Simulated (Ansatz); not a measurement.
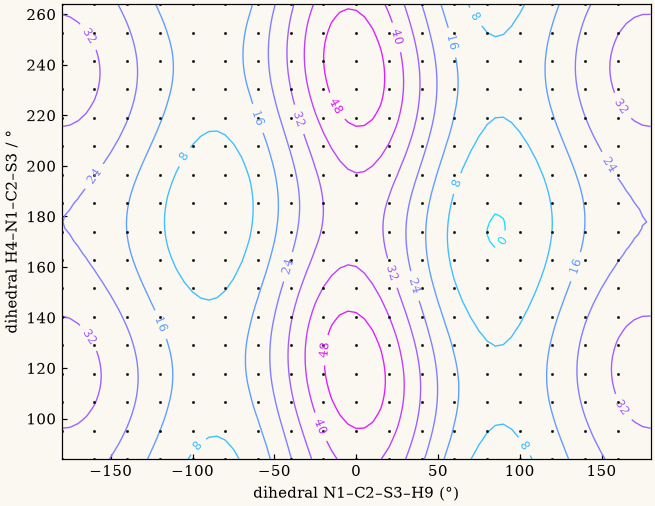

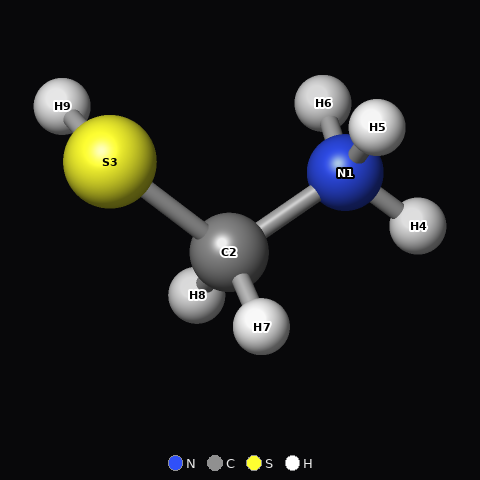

Energy landscape of CH6NS, SMILES [NH3+]CS, charge +1. Coordinates scanned: (1) dihedral N1–C2–S3–H9; (2) dihedral H4–N1–C2–S3. Nothing is relaxed (all other coordinates rigid). The grid has 18 × 17 points. All energies are given in kJ/mol relative to the lowest grid point. The calculation used RKS PBE0-D4/def2-TZVP (Ansatz 0.2.0).

The picture shows contour lines labelled in kJ/mol, dots at the grid points. Between grid points the surface is interpolated. The second picture is the structure at the lowest point.

**Summarise what can be read from the map.**

The lowest grid point is at dihedral N1–C2–S3–H9 = 80°, dihedral H4–N1–C2–S3 = 174.0°. The energy also falls towards the edge at dihedral N1–C2–S3–H9 = 80°, dihedral H4–N1–C2–S3 = 264.0° (5.4 kJ/mol above the lowest) and dihedral N1–C2–S3–H9 = 80°, dihedral H4–N1–C2–S3 = 84.0° (5.5 kJ/mol above the lowest), where a further well may lie outside the range. There is a further well near dihedral N1–C2–S3–H9 = −80°, dihedral H4–N1–C2–S3 = 185.2° (3.2 kJ/mol above the lowest at that grid point). The highest grid point, dihedral N1–C2–S3–H9 = 0°, dihedral H4–N1–C2–S3 = 117.8°, lies 53.9 kJ/mol above the lowest. On the interpolated surface the easiest way out of the lowest well to the well at about dihedral N1–C2–S3–H9 = −90°, dihedral H4–N1–C2–S3 = 180° passes a barrier of about 24 kJ/mol.

The values on the grid:

| dihedral H4–N1–C2–S3 ↓, dihedral N1–C2–S3–H9 → | −160 | −120 | −80 | −40 | 0 | 40 | 80 | 120 | 160 |
| --- | --- | --- | --- | --- | --- | --- | --- | --- | --- |
| 264.0 | 28.1 | 15.1 | 10.3 | 30.6 | 46.9 | 24.0 | 5.4 | 14.2 | 28.9 |
| 241.5 | 32.8 | 18.7 | 12.9 | 33.6 | 53.8 | 30.5 | 9.7 | 17.8 | 33.3 |
| 219.0 | 30.5 | 16.6 | 9.7 | 28.6 | 49.4 | 29.6 | 8.5 | 15.6 | 30.5 |
| 196.5 | 24.2 | 11.1 | 4.5 | 21.9 | 39.7 | 22.3 | 3.1 | 10.2 | 24.3 |
| 174.0 | 21.7 | 9.0 | 3.4 | 21.5 | 36.6 | 17.7 | 0.0 | 8.1 | 22.2 |
| 151.5 | 26.0 | 12.8 | 7.8 | 27.9 | 43.6 | 21.3 | 2.9 | 11.8 | 26.8 |
| 129.0 | 32.0 | 17.8 | 12.1 | 33.1 | 52.7 | 28.9 | 8.4 | 16.6 | 32.4 |
| 106.5 | 32.2 | 18.1 | 11.1 | 30.5 | 51.9 | 31.2 | 9.8 | 16.7 | 31.9 |
| 84.0 | 26.3 | 13.3 | 6.3 | 23.7 | 42.6 | 25.3 | 5.5 | 12.2 | 26.1 |

The table holds every second grid line.

The input of one point:

```yaml
crystal:
  periodic: [false, false, false]
  atoms:
    - { symbol: "N", position_ang: [-0.685981, 0.477626, -0.517832] }
    - { symbol: C, position_ang: [0.386391, -0.520573, -0.117563] }
    - { symbol: S, position_ang: [1.518047, 0.165449, 1.071081] }
    - { symbol: H, position_ang: [-1.28146, 0.124434, -1.273176] }
    - { symbol: H, position_ang: [-0.251562, 1.351714, -0.825668] }
    - { symbol: H, position_ang: [-1.282458, 0.707301, 0.280196] }
    - { symbol: H, position_ang: [0.941146, -0.756686, -1.025107] }
    - { symbol: H, position_ang: [-0.122159, -1.415068, 0.236732] }
    - { symbol: H, position_ang: [0.734221, -0.005006, 2.150297] }
total_charge: 1
basis:
  gaussian: { orbitals: def2-TZVP }
hamiltonian:
  xc: pbe0
  dispersion: d4
output:
  forces: true
```

Time for the 306 points that were run: 20 min on 1 thread of Arm Neoverse V2, on a shared host.
